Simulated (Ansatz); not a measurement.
## Geometry relaxation of GeH₃SOF₃ (part 1 of 2)

System: GeH₃SOF₃.
Method: RKS PBE-D4/def2-SVP (Ansatz 0.2.0).

The input holds or restrains some coordinates. It belongs to a series of runs on one base structure; here: pulled along the bonds that form and break, towards end A.

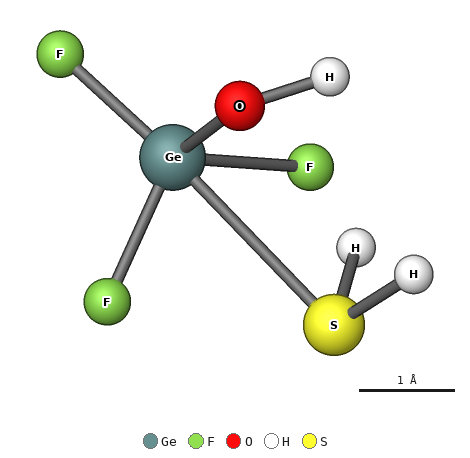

*The starting structure (ball-and-stick view, seen at a tilt). Sticks mark near contacts.*

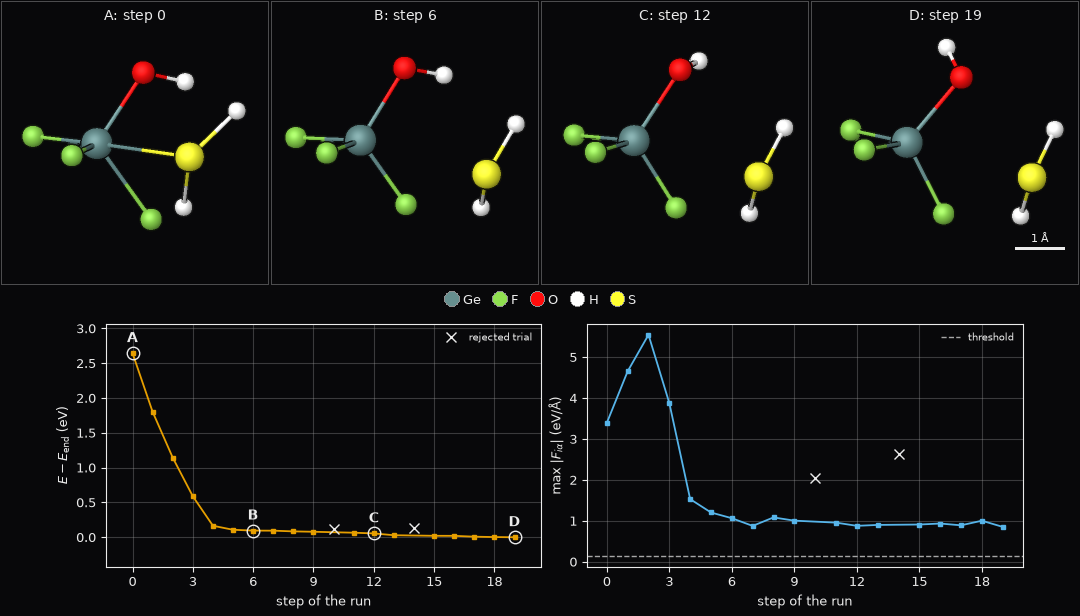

*Frames of the restrained relaxation (ball-and-stick view, seen at a tilt) above the curves, on which the letters mark them (the first geometry is step 0 here and step 1 in the log).*

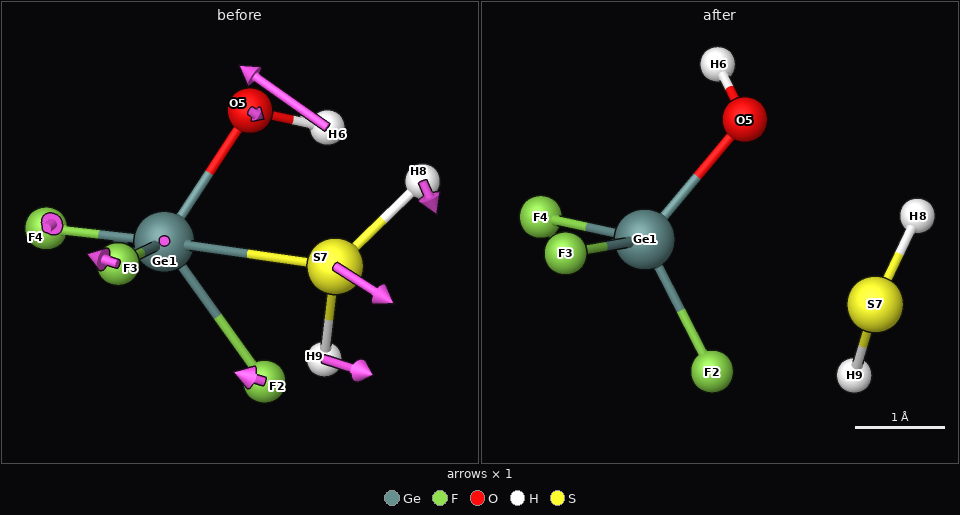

*Before (left) and after (right) the restrained relaxation, at one scale (ball-and-stick view, seen at a tilt). The pink arrows give the displacements, at true length.*

After 19 geometry steps the energy has fallen by 2.645 eV. Largest force component: 3.4 eV/Å at the start, 0.85 eV/Å at the end. The line search rejected the trial steps at points 10, 14 (counted from 0) and went back. The atom that moves furthest after the best rigid fit is H6 (1.27 Å). By element the largest moves are H 1.27 Å, S 0.90 Å, F 0.43 Å, O 0.21 Å, Ge 0.10 Å. Among the contacts that change: Ge1–S7 2.550 → 3.447 Å, Ge1–F2 2.030 → 1.710 Å, S7–H9 1.659 → 1.384 Å, Ge1–F4 1.679 → 1.737 Å. Bonds break: Ge1–S7 (2.55 → 3.45 Å). Among the angles that change: H8–S7–H9 109.6° → 91.0°, F3–Ge1–O5 109.5° → 115.6°, F2–Ge1–F4 109.5° → 106.0°. (Atoms are counted from 1 in the order of the input.)

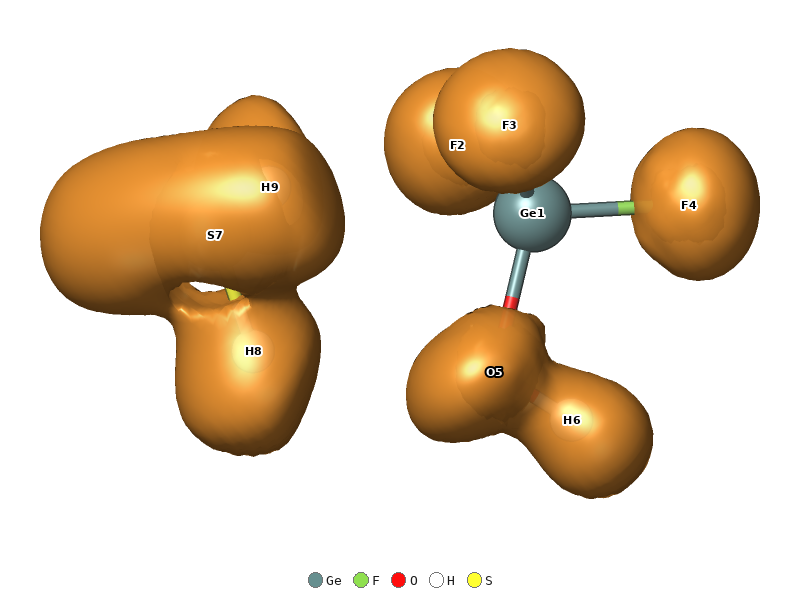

*Isosurface of the ELF at 0.75 (orange), seen at a tilt. Only the valence region is drawn (cores and ρ < 0.01 e/Å³ removed).*

Along the contacts the grid gives the following. Ge–F (1.71 Å): the ELF peaks at about 0.85 in the valence shell of F, 0.5 Å from its nucleus, and is about 0.20 at the midpoint.

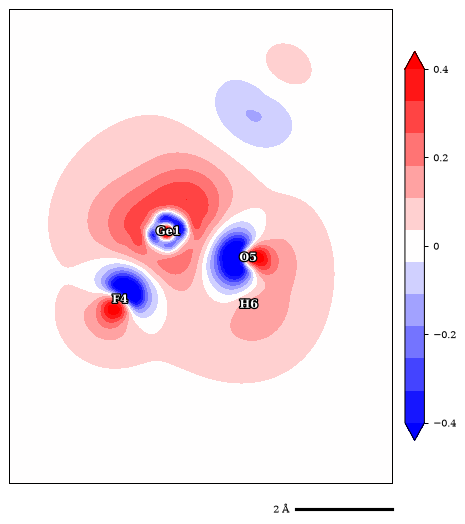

*The LUMO on the plane of atoms F4, Ge1 and O5 (values in Å⁻³ᐟ²; the overall sign is arbitrary).*

It lies mainly on Ge1 (40 %), O5 (15 %), F3 (15 %), F2 (10 %) and F4 (10 %). Its energy is −2.35 eV.

The input that produced these results follows, with the program's output.

The input
```yaml
crystal:
  periodic: [false, false, false]
  atoms:
    - { symbol: Ge, position_ang: [0.0, 0.0, 0.0] }
    - { symbol: F, position_ang: [0.0, 0.0, 2.03] }
    - { symbol: F, position_ang: [1.5842, 0.0, -0.5594] }
    - { symbol: F, position_ang: [-0.7913, 1.3709, -0.5594] }
    - { symbol: O, position_ang: [-0.8337, -1.4443, -0.5894] }
    - { symbol: H, position_ang: [-1.2883, -1.91, 0.183] }
    - { symbol: S, position_ang: [1.3309, -2.021, 0.8041] }
    - { symbol: H, position_ang: [0.5459, -3.1743, 0.6869] }
    - { symbol: H, position_ang: [0.6584, -0.9999, 1.926] }
basis:
  gaussian: { orbitals: def2-SVP }
hamiltonian:
  xc: pbe
  dispersion: d4
relax:
  f_tol: 0.15
  max_steps: 25
  restrain:
    - { distance: [0, 6], at: 3.45, k: 30.0 }
    - { distance: [8, 1], at: 2.12, k: 30.0 }
    - { distance: [0, 1], at: 1.68, k: 30.0 }
    - { distance: [8, 6], at: 1.4, k: 30.0 }
output:
  orbitals: {}
```

Command:
```bash
ansatz run input.yaml --threads 4 --pin off --max-ram 5120MiB --backend cpu --events-out ev --progress --plain --runs-dir out
```

The program's output
```
The last accepted step is kept in [file] (removed where the run ends without a failure and the disk answers)
Engine: ansatz 0.2.0, x86_64-unknown-linux-gnu
Functional definition: PBE
  parameter kappa = 0.804
  parameter beta = 0.06672455060314922
  exchange = pbe_x(kappa = kappa, mu = beta*pi^2/3)
  correlation = pbe_c(beta = beta)
1317 factors; their error is unknown
mean field evaluation 1: about -77549.6902 eV, gradient 7.7e1 eV
mean field evaluation 2: about -77471.7297 eV, gradient 1.9e2 eV
mean field evaluation 4: about -77559.0705 eV, gradient 1.3e1 eV
mean field evaluation 8: about -77559.3890 eV, gradient 3.3e-1 eV
mean field evaluation 16: about -77559.3058 eV, gradient 8.6e-4 eV
mean field -77559.30581331 eV, -2850.2519170536 hartree, gradient 6.9e-5 eV, S^2 0.000000; 0 other end points of the search recorded, 0 dependent functions left out
the calculation of the forces begins
reference -77559.30584492 eV, -2850.2519182152 hartree; 43, 43 occupied and 78, 78 virtual orbitals, 1317 factors
relax step   1: F+E_penalty+E_count = -77559.52791779 eV  Δ(F+E_penalty+E_count) = +0.000e0 eV  max|allowed force component| = 3.395e0 eV/Å  E_restraint = 27.64655848 eV  max|allowed force component, restraints' pulls added| = 2.912e1 eV/Å  Δτ_max = 0.0000 Å  (31 SCF iters, accepted)
  distance Ge 0 - S 6 = 2.5500 Å
  distance H 8 - F 1 = 1.2017 Å
  distance Ge 0 - F 1 = 2.0300 Å
  distance H 8 - S 6 = 1.6594 Å
these checks for a lower state are left out or cut short: starts, cluster_reference, orbital_swaps, neighbouring_geometries, increment
1317 factors; their error is unknown
mean field -77560.14962592 eV, -2850.2829265951 hartree, gradient 1.4e-5 eV, S^2 0.000000; 0 other end points of the search recorded, 0 dependent functions left out
[... from here on the field's lines of each further geometry are left out, up to the last ...]
relax step   2: F+E_penalty+E_count = -77560.37047114 eV  Δ(F+E_penalty+E_count) = -8.426e-1 eV  max|allowed force component| = 4.656e0 eV/Å  E_restraint = 13.45236754 eV  max|allowed force component, restraints' pulls added| = 2.133e1 eV/Å  Δτ_max = 0.1950 Å  (38 SCF iters, accepted)
relax step   3: F+E_penalty+E_count = -77561.02885609 eV  Δ(F+E_penalty+E_count) = -6.584e-1 eV  max|allowed force component| = 5.548e0 eV/Å  E_restraint = 4.10883885 eV  max|allowed force component, restraints' pulls added| = 1.044e1 eV/Å  Δτ_max = 0.1948 Å  (33 SCF iters, accepted)
relax step   4: F+E_penalty+E_count = -77561.58466502 eV  Δ(F+E_penalty+E_count) = -5.558e-1 eV  max|allowed force component| = 3.878e0 eV/Å  E_restraint = 0.39174371 eV  max|allowed force component, restraints' pulls added| = 3.648e0 eV/Å  Δτ_max = 0.1959 Å  (33 SCF iters, accepted)
relax step   5: F+E_penalty+E_count = -77562.00755621 eV  Δ(F+E_penalty+E_count) = -4.229e-1 eV  max|allowed force component| = 1.532e0 eV/Å  E_restraint = 0.01981615 eV  max|allowed force component, restraints' pulls added| = 1.101e0 eV/Å  Δτ_max = 0.1988 Å  (33 SCF iters, accepted)
relax step   6: F+E_penalty+E_count = -77562.06539425 eV  Δ(F+E_penalty+E_count) = -5.784e-2 eV  max|allowed force component| = 1.205e0 eV/Å  E_restraint = 0.02192635 eV  max|allowed force component, restraints' pulls added| = 3.480e-1 eV/Å  Δτ_max = 0.1447 Å  (30 SCF iters, accepted)
relax step   7: F+E_penalty+E_count = -77562.07716229 eV  Δ(F+E_penalty+E_count) = -1.177e-2 eV  max|allowed force component| = 1.065e0 eV/Å  E_restraint = 0.02077318 eV  max|allowed force component, restraints' pulls added| = 3.105e-1 eV/Å  Δτ_max = 0.1151 Å  (28 SCF iters, accepted)
relax step   8: F+E_penalty+E_count = -77562.07832954 eV  Δ(F+E_penalty+E_count) = -1.167e-3 eV  max|allowed force component| = 8.775e-1 eV/Å  E_restraint = 0.02166267 eV  max|allowed force component, restraints' pulls added| = 4.415e-1 eV/Å  Δτ_max = 0.1426 Å  (29 SCF iters, accepted)
relax step   9: F+E_penalty+E_count = -77562.08846957 eV  Δ(F+E_penalty+E_count) = -1.014e-2 eV  max|allowed force component| = 1.085e0 eV/Å  E_restraint = 0.01959413 eV  max|allowed force component, restraints' pulls added| = 1.957e-1 eV/Å  Δτ_max = 0.2000 Å  (29 SCF iters, accepted)
relax step  10: F+E_penalty+E_count = -77562.09394966 eV  Δ(F+E_penalty+E_count) = -5.480e-3 eV  max|allowed force component| = 1.006e0 eV/Å  E_restraint = 0.01981991 eV  max|allowed force component, restraints' pulls added| = 4.602e-1 eV/Å  Δτ_max = 0.0659 Å  (28 SCF iters, accepted)
relax step  11: F+E_penalty+E_count = -77562.05432007 eV  Δ(F+E_penalty+E_count) = +3.963e-2 eV  max|allowed force component| = 2.042e0 eV/Å  E_restraint = 0.02458935 eV  max|allowed force component, restraints' pulls added| = 2.042e0 eV/Å  Δτ_max = 0.1976 Å  (31 SCF iters, rejected (line search))
relax step  12: F+E_penalty+E_count = -77562.10759663 eV  Δ(F+E_penalty+E_count) = -1.365e-2 eV  max|allowed force component| = 9.574e-1 eV/Å  E_restraint = 0.02085597 eV  max|allowed force component, restraints' pulls added| = 1.220e-1 eV/Å  Δτ_max = 0.0750 Å  (29 SCF iters, accepted)
relax step  13: F+E_penalty+E_count = -77562.11780608 eV  Δ(F+E_penalty+E_count) = -1.021e-2 eV  max|allowed force component| = 8.792e-1 eV/Å  E_restraint = 0.02288786 eV  max|allowed force component, restraints' pulls added| = 5.596e-1 eV/Å  Δτ_max = 0.0977 Å  (29 SCF iters, accepted)
relax step  14: F+E_penalty+E_count = -77562.14374778 eV  Δ(F+E_penalty+E_count) = -2.594e-2 eV  max|allowed force component| = 9.012e-1 eV/Å  E_restraint = 0.01986871 eV  max|allowed force component, restraints' pulls added| = 1.199e-1 eV/Å  Δτ_max = 0.1394 Å  (31 SCF iters, accepted)
relax step  15: F+E_penalty+E_count = -77562.04509754 eV  Δ(F+E_penalty+E_count) = +9.865e-2 eV  max|allowed force component| = 2.645e0 eV/Å  E_restraint = 0.02260860 eV  max|allowed force component, restraints' pulls added| = 2.645e0 eV/Å  Δτ_max = 0.1996 Å  (31 SCF iters, rejected (line search))
relax step  16: F+E_penalty+E_count = -77562.15200567 eV  Δ(F+E_penalty+E_count) = -8.258e-3 eV  max|allowed force component| = 9.112e-1 eV/Å  E_restraint = 0.01917174 eV  max|allowed force component, restraints' pulls added| = 3.361e-1 eV/Å  Δτ_max = 0.0958 Å  (29 SCF iters, accepted)
relax step  17: F+E_penalty+E_count = -77562.15250210 eV  Δ(F+E_penalty+E_count) = -4.964e-4 eV  max|allowed force component| = 9.354e-1 eV/Å  E_restraint = 0.01913654 eV  max|allowed force component, restraints' pulls added| = 9.354e-1 eV/Å  Δτ_max = 0.0970 Å  (29 SCF iters, accepted)
relax step  18: F+E_penalty+E_count = -77562.16457869 eV  Δ(F+E_penalty+E_count) = -1.208e-2 eV  max|allowed force component| = 8.918e-1 eV/Å  E_restraint = 0.01903798 eV  max|allowed force component, restraints' pulls added| = 1.078e-1 eV/Å  Δτ_max = 0.1500 Å  (31 SCF iters, accepted)
relax step  19: F+E_penalty+E_count = -77562.16995429 eV  Δ(F+E_penalty+E_count) = -5.376e-3 eV  max|allowed force component| = 1.004e0 eV/Å  E_restraint = 0.02009864 eV  max|allowed force component, restraints' pulls added| = 2.163e-1 eV/Å  Δτ_max = 0.1578 Å  (29 SCF iters, accepted)
the calculation of the forces begins
reference -77561.96864401 eV, -2850.3497742766 hartree; 43, 43 occupied and 78, 78 virtual orbitals, 1317 factors
relax step  20: F+E_penalty+E_count = -77562.17302058 eV  Δ(F+E_penalty+E_count) = -3.066e-3 eV  max|allowed force component| = 8.537e-1 eV/Å  E_restraint = 0.01759117 eV  max|allowed force component, restraints' pulls added| = 3.450e-2 eV/Å  Δτ_max = 0.0733 Å  (26 SCF iters, accepted)
  distance Ge 0 - S 6 = 3.4467 Å
  distance H 8 - F 1 = 2.1243 Å
  distance Ge 0 - F 1 = 1.7098 Å
  distance H 8 - S 6 = 1.3841 Å
1317 factors; their error is unknown
mean field evaluation 160: about -77561.9686 eV, gradient 8.0e-3 eV
mean field -77561.96861147 eV, -2850.3497730808 hartree, gradient 5.8e-5 eV, S^2 0.000000; 1 other end points of the search recorded, 0 dependent functions left out
the calculation of the forces begins
reference -77561.96864401 eV, -2850.3497742766 hartree; 43, 43 occupied and 78, 78 virtual orbitals, 1317 factors
Total energy: -77562.17305312 eV, -2850.3572861730 hartree
Atom 0 at    -0.099173     0.024699     0.031879 Å, force    -0.098679    -0.187214    -0.833544 eV/Å
Atom 1 at     0.178975     0.175074     1.712236 Å, force     0.073486     0.223112     0.853725 eV/Å
Atom 2 at     1.371660     0.325669    -0.815605 Å, force     0.002941     0.008295    -0.005395 eV/Å
Atom 3 at    -1.178628     1.317549    -0.392501 Å, force    -0.002262     0.009735     0.000424 eV/Å
Atom 4 at    -0.914529    -1.486070    -0.371959 Å, force     0.006470     0.008826    -0.003945 eV/Å
Atom 5 at    -1.771558    -1.268349    -0.792798 Å, force     0.002253    -0.004264    -0.003941 eV/Å
Atom 6 at     1.803362    -2.545886     1.317174 Å, force    -0.275114     0.384629     0.249595 eV/Å
Atom 7 at     0.587069    -3.106102     1.067893 Å, force     0.010578    -0.005843    -0.000649 eV/Å
Atom 8 at     1.228923    -1.615184     2.165481 Å, force     0.280325    -0.437276    -0.256269 eV/Å
Dipole moment:    -0.486084    -0.220954    -0.037019 e Å
```
